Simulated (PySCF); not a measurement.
SMILES C[Si](C)(CC#N)C at its GFN2-xTB optimised geometry (Å):

```
18

C      1.1662     0.8632    -1.5736
Si     0.5798    -0.0332     0.0000
C      1.1352    -1.8566     0.0052
C      1.1641     0.8708     1.5700
C     -1.3568    -0.0332     0.0000
C     -1.8541     1.3028     0.0000
N     -2.2180     2.3887     0.0007
H      2.2475     0.9616    -1.5930
H      0.7431     1.8624    -1.6291
H      0.8705     0.3315    -2.4740
H      2.2180    -1.9260     0.0112
H      0.7803    -2.3887    -0.8724
H      0.7708    -2.3864     0.8803
H      2.2459     0.9607     1.5958
H      0.7487     1.8736     1.6151
H      0.8582     0.3487     2.4724
H     -1.7385    -0.5460     0.8833
H     -1.7394    -0.5470    -0.8824
```

Calculation: PBE/def2-SVP run with PySCF 2.14.0. Cells within 0.4 Å of a nucleus heavier than hydrogen are left out (blank, or x).

Map of the electron localisation function on the plane z = 0.0 Å:

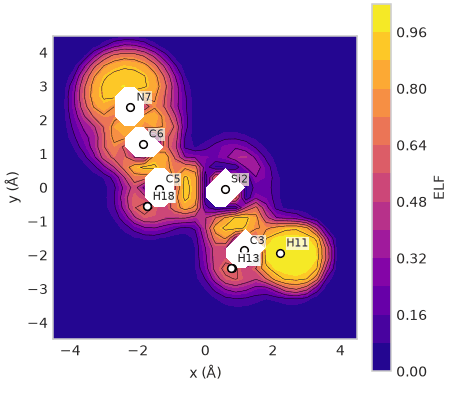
Figure: Electron localisation function on the plane z = 0.0 Å.
